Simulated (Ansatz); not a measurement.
## Molecular dynamics, with input and output: C₃H₁₀AlNSi (part 1 of 3)

The run: molecular dynamics of C₃H₁₀AlNSi. Method and program: RKS B3LYP-D4/STO-3G (Ansatz 0.2.0).

It belongs to a series of runs on one base structure; here: dynamics from the start. Figures and captions count atoms from 1; the log counts them from 0 in places.

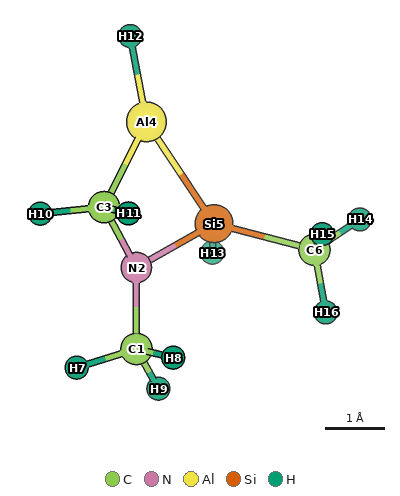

The starting structure (ball-and-stick view, seen at a tilt; atoms are numbered from 1 in the order of the input). Sticks mark near contacts.

**Results in brief**

- outcome: finished
- mean temperature over the second half: 143 K
- trajectory: 100 steps, 50 fs
- ensemble: nve
- temperature in the input: 300.0 K
- time step: 0.5 fs
- potential energy (last step): −19010.6825 eV
- mean-field energy (last step): −19010.0407 eV
- largest force (length of the vector) (last step): 1.473 eV/Å
- hardware: 1 thread of Arm Neoverse V2, 24 GiB of memory available, shared host
- wall time: 4.4 min
- peak memory: 0.11 GiB

So short a trajectory is not equilibrated.

**Input**
```yaml
crystal:
  periodic: [false, false, false]
  atoms:
    - { symbol: C, position_ang: [0.388094, -0.401011, 1.84427] }
    - { symbol: "N", position_ang: [0.7834, 0.010851, 0.470443] }
    - { symbol: C, position_ang: [1.371976, -1.091799, -0.395365] }
    - { symbol: Al, position_ang: [1.172885, -0.047731, -2.008924] }
    - { symbol: Si, position_ang: [-0.171116, 1.100694, -0.584941] }
    - { symbol: C, position_ang: [-2.038401, 0.785202, -0.520928] }
    - { symbol: H, position_ang: [1.258266, -0.81302, 2.393033] }
    - { symbol: H, position_ang: [-0.409617, -1.178998, 1.867645] }
    - { symbol: H, position_ang: [0.017105, 0.475899, 2.406653] }
    - { symbol: H, position_ang: [2.382512, -1.373858, -0.036723] }
    - { symbol: H, position_ang: [0.76545, -2.025584, -0.360722] }
    - { symbol: H, position_ang: [1.7751, -0.106121, -3.38525] }
    - { symbol: H, position_ang: [-0.010515, 2.471083, -0.12278] }
    - { symbol: H, position_ang: [-2.572249, 1.447034, -1.216326] }
    - { symbol: H, position_ang: [-2.293237, -0.248423, -0.788597] }
    - { symbol: H, position_ang: [-2.442354, 0.973281, 0.482714] }
basis:
  gaussian: { orbitals: STO-3G }
hamiltonian:
  xc: b3lyp
  dispersion: d4
md:
  timestep: 0.5
  n_steps: 100
  ensemble: nve
  temperature: 300.0
  initial_velocities: maxwell_boltzmann
  seed: 308775
scf:
  lower_state_search: "off"
```

Run as:
```bash
ansatz run input.yaml --threads 1 --pin off --max-ram 2048MiB --backend cpu --events-out ev --progress --plain --runs-dir out
```

**What the program printed**
```
Engine: ansatz 0.2.0, aarch64-unknown-linux-gnu
Functional definition: B3LYP
  parameter a0 = 0.2
  parameter ax = 0.72
  parameter ac = 0.81
  exchange = (1 - a0 - ax)*slater_x + ax*b88_x + a0*exact_x
  correlation = (1 - ac)*vwn_rpa_c + ac*lyp_c
these checks for a lower state are left out or cut short: stability, starts, cluster_reference, orbital_swaps, neighbouring_geometries, increment
681 factors; integrals over basis functions are off by at most 2.2e-5 eV
mean field evaluation 1: about -19008.0691 eV, gradient 2.6e1 eV
mean field evaluation 2: about -19005.6693 eV, gradient 3.9e1 eV
mean field evaluation 4: about -19010.3736 eV, gradient 1.5e0 eV
mean field evaluation 8: about -19010.2954 eV, gradient 2.7e-2 eV
mean field evaluation 16: about -19010.2954 eV, gradient 5.5e-6 eV
mean field -19010.29537618 eV, -698.6154694337 hartree, gradient 5.5e-6 eV, S^2 0.000000; 0 other end points of the search recorded, 0 dependent functions left out
the calculation of the forces begins
reference -19010.29561124 eV, -698.6154780718 hartree; 31, 31 occupied and 17, 17 virtual orbitals, 681 factors
md step     0: t =     0.00 fs  T =   300.0 K  F+E_penalty+E_count = -19010.94636610 eV  E_kin = 0.542892 eV  conserved = -19010.40347411 eV  (14 SCF iters)
these checks for a lower state are left out or cut short: stability, starts, cluster_reference, orbital_swaps, neighbouring_geometries, increment
681 factors; integrals over basis functions are off by at most 2.2e-5 eV
mean field -19010.28135365 eV, -698.6149541150 hartree, gradient 1.4e-6 eV, S^2 0.000000; 0 other end points of the search recorded, 0 dependent functions left out
the calculation of the forces begins
reference -19010.28158869 eV, -698.6149627529 hartree; 31, 31 occupied and 17, 17 virtual orbitals, 681 factors
md step     1: t =     0.50 fs  T =   292.3 K  F+E_penalty+E_count = -19010.93217970 eV  E_kin = 0.528891 eV  conserved = -19010.40328868 eV  (19 SCF iters, 3 dispersion substeps)
[... from here on the SCF iterations and repeated set-up lines of each step are left out, up to the last step ...]
md step     2: t =     1.00 fs  T =   270.9 K  F+E_penalty+E_count = -19010.89279451 eV  E_kin = 0.490191 eV  conserved = -19010.40260366 eV  (19 SCF iters, 3 dispersion substeps)
md step     3: t =     1.50 fs  T =   241.8 K  F+E_penalty+E_count = -19010.83912783 eV  E_kin = 0.437483 eV  conserved = -19010.40164464 eV  (19 SCF iters, 3 dispersion substeps)
md step     4: t =     2.00 fs  T =   212.9 K  F+E_penalty+E_count = -19010.78615862 eV  E_kin = 0.385344 eV  conserved = -19010.40081441 eV  (19 SCF iters, 3 dispersion substeps)
md step     5: t =     2.50 fs  T =   191.3 K  F+E_penalty+E_count = -19010.74675134 eV  E_kin = 0.346265 eV  conserved = -19010.40048607 eV  (19 SCF iters, 3 dispersion substeps)
md step     6: t =     3.00 fs  T =   179.7 K  F+E_penalty+E_count = -19010.72604345 eV  E_kin = 0.325281 eV  conserved = -19010.40076282 eV  (19 SCF iters, 3 dispersion substeps)
md step     7: t =     3.50 fs  T =   176.0 K  F+E_penalty+E_count = -19010.71988125 eV  E_kin = 0.318465 eV  conserved = -19010.40141621 eV  (19 SCF iters, 3 dispersion substeps)
md step     8: t =     4.00 fs  T =   174.7 K  F+E_penalty+E_count = -19010.71819660 eV  E_kin = 0.316137 eV  conserved = -19010.40205931 eV  (19 SCF iters, 3 dispersion substeps)
md step     9: t =     4.50 fs  T =   170.5 K  F+E_penalty+E_count = -19010.71084212 eV  E_kin = 0.308453 eV  conserved = -19010.40238871 eV  (19 SCF iters, 3 dispersion substeps)
md step    10: t =     5.00 fs  T =   160.3 K  F+E_penalty+E_count = -19010.69231779 eV  E_kin = 0.290007 eV  conserved = -19010.40231030 eV  (19 SCF iters, 3 dispersion substeps)
md step    11: t =     5.50 fs  T =   144.5 K  F+E_penalty+E_count = -19010.66341202 eV  E_kin = 0.261499 eV  conserved = -19010.40191300 eV  (19 SCF iters, 3 dispersion substeps)
md step    12: t =     6.00 fs  T =   126.3 K  F+E_penalty+E_count = -19010.62999183 eV  E_kin = 0.228618 eV  conserved = -19010.40137415 eV  (19 SCF iters, 3 dispersion substeps)
md step    13: t =     6.50 fs  T =   110.2 K  F+E_penalty+E_count = -19010.60030566 eV  E_kin = 0.199429 eV  conserved = -19010.40087628 eV  (12 SCF iters, 3 dispersion substeps)
md step    14: t =     7.00 fs  T =   100.3 K  F+E_penalty+E_count = -19010.58211079 eV  E_kin = 0.181553 eV  conserved = -19010.40055763 eV  (12 SCF iters, 3 dispersion substeps)
md step    15: t =     7.50 fs  T =    99.4 K  F+E_penalty+E_count = -19010.58041933 eV  E_kin = 0.179921 eV  conserved = -19010.40049882 eV  (12 SCF iters, 3 dispersion substeps)
md step    16: t =     8.00 fs  T =   108.0 K  F+E_penalty+E_count = -19010.59615926 eV  E_kin = 0.195438 eV  conserved = -19010.40072119 eV  (12 SCF iters, 3 dispersion substeps)
md step    17: t =     8.50 fs  T =   124.1 K  F+E_penalty+E_count = -19010.62581327 eV  E_kin = 0.224625 eV  conserved = -19010.40118785 eV  (12 SCF iters, 3 dispersion substeps)
md step    18: t =     9.00 fs  T =   143.8 K  F+E_penalty+E_count = -19010.66203726 eV  E_kin = 0.260236 eV  conserved = -19010.40180117 eV  (19 SCF iters, 3 dispersion substeps)
md step    19: t =     9.50 fs  T =   161.8 K  F+E_penalty+E_count = -19010.69526978 eV  E_kin = 0.292865 eV  conserved = -19010.40240489 eV  (19 SCF iters, 3 dispersion substeps)
md step    20: t =    10.00 fs  T =   173.2 K  F+E_penalty+E_count = -19010.71625165 eV  E_kin = 0.313446 eV  conserved = -19010.40280535 eV  (19 SCF iters, 3 dispersion substeps)
md step    21: t =    10.50 fs  T =   174.8 K  F+E_penalty+E_count = -19010.71906455 eV  E_kin = 0.316236 eV  conserved = -19010.40282867 eV  (19 SCF iters, 3 dispersion substeps)
md step    22: t =    11.00 fs  T =   166.5 K  F+E_penalty+E_count = -19010.70375852 eV  E_kin = 0.301348 eV  conserved = -19010.40241095 eV  (19 SCF iters, 3 dispersion substeps)
md step    23: t =    11.50 fs  T =   152.2 K  F+E_penalty+E_count = -19010.67716976 eV  E_kin = 0.275485 eV  conserved = -19010.40168459 eV  (19 SCF iters, 3 dispersion substeps)
md step    24: t =    12.00 fs  T =   138.0 K  F+E_penalty+E_count = -19010.65072950 eV  E_kin = 0.249759 eV  conserved = -19010.40097076 eV  (19 SCF iters, 3 dispersion substeps)
md step    25: t =    12.50 fs  T =   129.8 K  F+E_penalty+E_count = -19010.63551162 eV  E_kin = 0.234889 eV  conserved = -19010.40062286 eV  (19 SCF iters, 3 dispersion substeps)
md step    26: t =    13.00 fs  T =   130.5 K  F+E_penalty+E_count = -19010.63690764 eV  E_kin = 0.236106 eV  conserved = -19010.40080135 eV  (19 SCF iters, 3 dispersion substeps)
md step    27: t =    13.50 fs  T =   138.6 K  F+E_penalty+E_count = -19010.65222549 eV  E_kin = 0.250859 eV  conserved = -19010.40136647 eV  (19 SCF iters, 3 dispersion substeps)
md step    28: t =    14.00 fs  T =   149.6 K  F+E_penalty+E_count = -19010.67274920 eV  E_kin = 0.270759 eV  conserved = -19010.40199050 eV  (19 SCF iters, 3 dispersion substeps)
md step    29: t =    14.50 fs  T =   158.2 K  F+E_penalty+E_count = -19010.68866173 eV  E_kin = 0.286286 eV  conserved = -19010.40237566 eV  (19 SCF iters, 3 dispersion substeps)
md step    30: t =    15.00 fs  T =   160.9 K  F+E_penalty+E_count = -19010.69365152 eV  E_kin = 0.291257 eV  conserved = -19010.40239483 eV  (19 SCF iters, 3 dispersion substeps)
md step    31: t =    15.50 fs  T =   157.4 K  F+E_penalty+E_count = -19010.68701859 eV  E_kin = 0.284923 eV  conserved = -19010.40209608 eV  (19 SCF iters, 3 dispersion substeps)
md step    32: t =    16.00 fs  T =   150.0 K  F+E_penalty+E_count = -19010.67308354 eV  E_kin = 0.271455 eV  conserved = -19010.40162817 eV  (19 SCF iters, 3 dispersion substeps)
md step    33: t =    16.50 fs  T =   142.5 K  F+E_penalty+E_count = -19010.65895314 eV  E_kin = 0.257792 eV  conserved = -19010.40116071 eV  (19 SCF iters, 3 dispersion substeps)
md step    34: t =    17.00 fs  T =   138.7 K  F+E_penalty+E_count = -19010.65185717 eV  E_kin = 0.251022 eV  conserved = -19010.40083496 eV  (19 SCF iters, 3 dispersion substeps)
md step    35: t =    17.50 fs  T =   141.5 K  F+E_penalty+E_count = -19010.65687607 eV  E_kin = 0.256135 eV  conserved = -19010.40074126 eV  (19 SCF iters, 3 dispersion substeps)
md step    36: t =    18.00 fs  T =   151.7 K  F+E_penalty+E_count = -19010.67546259 eV  E_kin = 0.274551 eV  conserved = -19010.40091164 eV  (19 SCF iters, 3 dispersion substeps)
md step    37: t =    18.50 fs  T =   167.8 K  F+E_penalty+E_count = -19010.70490955 eV  E_kin = 0.303591 eV  conserved = -19010.40131904 eV  (19 SCF iters, 3 dispersion substeps)
md step    38: t =    19.00 fs  T =   186.2 K  F+E_penalty+E_count = -19010.73880582 eV  E_kin = 0.336931 eV  conserved = -19010.40187521 eV  (19 SCF iters, 3 dispersion substeps)
md step    39: t =    19.50 fs  T =   202.3 K  F+E_penalty+E_count = -19010.76848179 eV  E_kin = 0.366045 eV  conserved = -19010.40243650 eV  (19 SCF iters, 3 dispersion substeps)
md step    40: t =    20.00 fs  T =   211.4 K  F+E_penalty+E_count = -19010.78532937 eV  E_kin = 0.382506 eV  conserved = -19010.40282298 eV  (19 SCF iters, 3 dispersion substeps)
md step    41: t =    20.50 fs  T =   210.4 K  F+E_penalty+E_count = -19010.78363253 eV  E_kin = 0.380765 eV  conserved = -19010.40286738 eV  (19 SCF iters, 3 dispersion substeps)
md step    42: t =    21.00 fs  T =   199.3 K  F+E_penalty+E_count = -19010.76311032 eV  E_kin = 0.360617 eV  conserved = -19010.40249326 eV  (19 SCF iters, 3 dispersion substeps)
md step    43: t =    21.50 fs  T =   181.3 K  F+E_penalty+E_count = -19010.72995838 eV  E_kin = 0.328163 eV  conserved = -19010.40179511 eV  (19 SCF iters, 3 dispersion substeps)
md step    44: t =    22.00 fs  T =   162.6 K  F+E_penalty+E_count = -19010.69523979 eV  E_kin = 0.294190 eV  conserved = -19010.40104999 eV  (19 SCF iters, 3 dispersion substeps)
md step    45: t =    22.50 fs  T =   149.2 K  F+E_penalty+E_count = -19010.67056637 eV  E_kin = 0.269965 eV  conserved = -19010.40060153 eV  (19 SCF iters, 3 dispersion substeps)
md step    46: t =    23.00 fs  T =   144.9 K  F+E_penalty+E_count = -19010.66289916 eV  E_kin = 0.262246 eV  conserved = -19010.40065317 eV  (19 SCF iters, 3 dispersion substeps)
md step    47: t =    23.50 fs  T =   149.4 K  F+E_penalty+E_count = -19010.67149568 eV  E_kin = 0.270360 eV  conserved = -19010.40113613 eV  (19 SCF iters, 3 dispersion substeps)
md step    48: t =    24.00 fs  T =   158.7 K  F+E_penalty+E_count = -19010.68891429 eV  E_kin = 0.287143 eV  conserved = -19010.40177138 eV  (19 SCF iters, 3 dispersion substeps)
md step    49: t =    24.50 fs  T =   167.4 K  F+E_penalty+E_count = -19010.70519587 eV  E_kin = 0.302935 eV  conserved = -19010.40226095 eV  (19 SCF iters, 3 dispersion substeps)
md step    50: t =    25.00 fs  T =   171.3 K  F+E_penalty+E_count = -19010.71244993 eV  E_kin = 0.310011 eV  conserved = -19010.40243854 eV  (19 SCF iters, 3 dispersion substeps)
md step    51: t =    25.50 fs  T =   168.7 K  F+E_penalty+E_count = -19010.70754607 eV  E_kin = 0.305248 eV  conserved = -19010.40229784 eV  (19 SCF iters, 3 dispersion substeps)
md step    52: t =    26.00 fs  T =   160.5 K  F+E_penalty+E_count = -19010.69235257 eV  E_kin = 0.290411 eV  conserved = -19010.40194138 eV  (19 SCF iters, 3 dispersion substeps)
md step    53: t =    26.50 fs  T =   149.6 K  F+E_penalty+E_count = -19010.67223373 eV  E_kin = 0.270723 eV  conserved = -19010.40151052 eV  (19 SCF iters, 3 dispersion substeps)
md step    54: t =    27.00 fs  T =   139.6 K  F+E_penalty+E_count = -19010.65383652 eV  E_kin = 0.252696 eV  conserved = -19010.40114077 eV  (12 SCF iters, 3 dispersion substeps)
md step    55: t =    27.50 fs  T =   133.7 K  F+E_penalty+E_count = -19010.64293121 eV  E_kin = 0.241999 eV  conserved = -19010.40093254 eV  (12 SCF iters, 3 dispersion substeps)
md step    56: t =    28.00 fs  T =   133.6 K  F+E_penalty+E_count = -19010.64277800 eV  E_kin = 0.241837 eV  conserved = -19010.40094073 eV  (12 SCF iters, 3 dispersion substeps)
md step    57: t =    28.50 fs  T =   139.3 K  F+E_penalty+E_count = -19010.65324653 eV  E_kin = 0.252081 eV  conserved = -19010.40116523 eV  (12 SCF iters, 3 dispersion substeps)
md step    58: t =    29.00 fs  T =   148.8 K  F+E_penalty+E_count = -19010.67080492 eV  E_kin = 0.269251 eV  conserved = -19010.40155425 eV  (12 SCF iters, 3 dispersion substeps)
md step    59: t =    29.50 fs  T =   158.8 K  F+E_penalty+E_count = -19010.68937421 eV  E_kin = 0.287368 eV  conserved = -19010.40200628 eV  (19 SCF iters, 3 dispersion substeps)
md step    60: t =    30.00 fs  T =   165.6 K  F+E_penalty+E_count = -19010.70197267 eV  E_kin = 0.299588 eV  conserved = -19010.40238423 eV  (19 SCF iters, 3 dispersion substeps)
md step    61: t =    30.50 fs  T =   166.0 K  F+E_penalty+E_count = -19010.70289447 eV  E_kin = 0.300347 eV  conserved = -19010.40254717 eV  (19 SCF iters, 3 dispersion substeps)
md step    62: t =    31.00 fs  T =   158.9 K  F+E_penalty+E_count = -19010.68988434 eV  E_kin = 0.287479 eV  conserved = -19010.40240573 eV  (19 SCF iters, 3 dispersion substeps)
md step    63: t =    31.50 fs  T =   145.6 K  F+E_penalty+E_count = -19010.66543892 eV  E_kin = 0.263453 eV  conserved = -19010.40198557 eV  (19 SCF iters, 3 dispersion substeps)
md step    64: t =    32.00 fs  T =   129.8 K  F+E_penalty+E_count = -19010.63630701 eV  E_kin = 0.234855 eV  conserved = -19010.40145171 eV  (19 SCF iters, 3 dispersion substeps)
md step    65: t =    32.50 fs  T =   116.0 K  F+E_penalty+E_count = -19010.61089743 eV  E_kin = 0.209853 eV  conserved = -19010.40104441 eV  (19 SCF iters, 3 dispersion substeps)
md step    66: t =    33.00 fs  T =   107.6 K  F+E_penalty+E_count = -19010.59561994 eV  E_kin = 0.194681 eV  conserved = -19010.40093891 eV  (13 SCF iters, 3 dispersion substeps)
md step    67: t =    33.50 fs  T =   105.6 K  F+E_penalty+E_count = -19010.59223370 eV  E_kin = 0.191098 eV  conserved = -19010.40113581 eV  (12 SCF iters, 3 dispersion substeps)
md step    68: t =    34.00 fs  T =   108.5 K  F+E_penalty+E_count = -19010.59779521 eV  E_kin = 0.196314 eV  conserved = -19010.40148076 eV  (12 SCF iters, 3 dispersion substeps)
md step    69: t =    34.50 fs  T =   113.4 K  F+E_penalty+E_count = -19010.60693413 eV  E_kin = 0.205147 eV  conserved = -19010.40178759 eV  (19 SCF iters, 3 dispersion substeps)
md step    70: t =    35.00 fs  T =   117.6 K  F+E_penalty+E_count = -19010.61469766 eV  E_kin = 0.212754 eV  conserved = -19010.40194322 eV  (19 SCF iters, 3 dispersion substeps)
md step    71: t =    35.50 fs  T =   119.6 K  F+E_penalty+E_count = -19010.61838223 eV  E_kin = 0.216454 eV  conserved = -19010.40192848 eV  (19 SCF iters, 3 dispersion substeps)
md step    72: t =    36.00 fs  T =   119.4 K  F+E_penalty+E_count = -19010.61794537 eV  E_kin = 0.216161 eV  conserved = -19010.40178456 eV  (19 SCF iters, 3 dispersion substeps)
md step    73: t =    36.50 fs  T =   118.2 K  F+E_penalty+E_count = -19010.61542593 eV  E_kin = 0.213848 eV  conserved = -19010.40157781 eV  (19 SCF iters, 3 dispersion substeps)
md step    74: t =    37.00 fs  T =   117.4 K  F+E_penalty+E_count = -19010.61390557 eV  E_kin = 0.212523 eV  conserved = -19010.40138211 eV  (19 SCF iters, 3 dispersion substeps)
md step    75: t =    37.50 fs  T =   118.9 K  F+E_penalty+E_count = -19010.61634606 eV  E_kin = 0.215084 eV  conserved = -19010.40126172 eV  (12 SCF iters, 3 dispersion substeps)
md step    76: t =    38.00 fs  T =   123.4 K  F+E_penalty+E_count = -19010.62455352 eV  E_kin = 0.223293 eV  conserved = -19010.40126022 eV  (12 SCF iters, 3 dispersion substeps)
md step    77: t =    38.50 fs  T =   131.0 K  F+E_penalty+E_count = -19010.63848394 eV  E_kin = 0.237095 eV  conserved = -19010.40138942 eV  (12 SCF iters, 3 dispersion substeps)
md step    78: t =    39.00 fs  T =   140.6 K  F+E_penalty+E_count = -19010.65606753 eV  E_kin = 0.254444 eV  conserved = -19010.40162357 eV  (19 SCF iters, 3 dispersion substeps)
md step    79: t =    39.50 fs  T =   150.2 K  F+E_penalty+E_count = -19010.67363034 eV  E_kin = 0.271728 eV  conserved = -19010.40190228 eV  (19 SCF iters, 3 dispersion substeps)
md step    80: t =    40.00 fs  T =   157.3 K  F+E_penalty+E_count = -19010.68686724 eV  E_kin = 0.284728 eV  conserved = -19010.40213954 eV  (19 SCF iters, 3 dispersion substeps)
md step    81: t =    40.50 fs  T =   160.2 K  F+E_penalty+E_count = -19010.69219852 eV  E_kin = 0.289954 eV  conserved = -19010.40224460 eV  (19 SCF iters, 3 dispersion substeps)
md step    82: t =    41.00 fs  T =   158.1 K  F+E_penalty+E_count = -19010.68817015 eV  E_kin = 0.286014 eV  conserved = -19010.40215650 eV  (19 SCF iters, 3 dispersion substeps)
md step    83: t =    41.50 fs  T =   151.7 K  F+E_penalty+E_count = -19010.67635691 eV  E_kin = 0.274474 eV  conserved = -19010.40188278 eV  (19 SCF iters, 3 dispersion substeps)
md step    84: t =    42.00 fs  T =   143.5 K  F+E_penalty+E_count = -19010.66116799 eV  E_kin = 0.259645 eV  conserved = -19010.40152309 eV  (19 SCF iters, 3 dispersion substeps)
md step    85: t =    42.50 fs  T =   136.5 K  F+E_penalty+E_count = -19010.64827911 eV  E_kin = 0.247046 eV  conserved = -19010.40123350 eV  (19 SCF iters, 3 dispersion substeps)
md step    86: t =    43.00 fs  T =   133.2 K  F+E_penalty+E_count = -19010.64225921 eV  E_kin = 0.241122 eV  conserved = -19010.40113724 eV  (19 SCF iters, 3 dispersion substeps)
md step    87: t =    43.50 fs  T =   134.5 K  F+E_penalty+E_count = -19010.64471663 eV  E_kin = 0.243471 eV  conserved = -19010.40124520 eV  (19 SCF iters, 3 dispersion substeps)
md step    88: t =    44.00 fs  T =   139.6 K  F+E_penalty+E_count = -19010.65409824 eV  E_kin = 0.252634 eV  conserved = -19010.40146387 eV  (19 SCF iters, 3 dispersion substeps)
md step    89: t =    44.50 fs  T =   146.6 K  F+E_penalty+E_count = -19010.66703297 eV  E_kin = 0.265352 eV  conserved = -19010.40168065 eV  (19 SCF iters, 3 dispersion substeps)
md step    90: t =    45.00 fs  T =   153.7 K  F+E_penalty+E_count = -19010.68002432 eV  E_kin = 0.278190 eV  conserved = -19010.40183436 eV  (19 SCF iters, 3 dispersion substeps)
md step    91: t =    45.50 fs  T =   159.4 K  F+E_penalty+E_count = -19010.69045717 eV  E_kin = 0.288542 eV  conserved = -19010.40191551 eV  (19 SCF iters, 3 dispersion substeps)
md step    92: t =    46.00 fs  T =   163.0 K  F+E_penalty+E_count = -19010.69684753 eV  E_kin = 0.294921 eV  conserved = -19010.40192703 eV  (19 SCF iters, 3 dispersion substeps)
md step    93: t =    46.50 fs  T =   164.1 K  F+E_penalty+E_count = -19010.69882845 eV  E_kin = 0.296957 eV  conserved = -19010.40187168 eV  (19 SCF iters, 3 dispersion substeps)
md step    94: t =    47.00 fs  T =   163.2 K  F+E_penalty+E_count = -19010.69710201 eV  E_kin = 0.295340 eV  conserved = -19010.40176202 eV  (19 SCF iters, 3 dispersion substeps)
md step    95: t =    47.50 fs  T =   161.1 K  F+E_penalty+E_count = -19010.69321917 eV  E_kin = 0.291586 eV  conserved = -19010.40163355 eV  (19 SCF iters, 3 dispersion substeps)
md step    96: t =    48.00 fs  T =   158.9 K  F+E_penalty+E_count = -19010.68903759 eV  E_kin = 0.287504 eV  conserved = -19010.40153396 eV  (13 SCF iters, 3 dispersion substeps)
md step    97: t =    48.50 fs  T =   157.2 K  F+E_penalty+E_count = -19010.68599812 eV  E_kin = 0.284496 eV  conserved = -19010.40150206 eV  (13 SCF iters, 3 dispersion substeps)
```
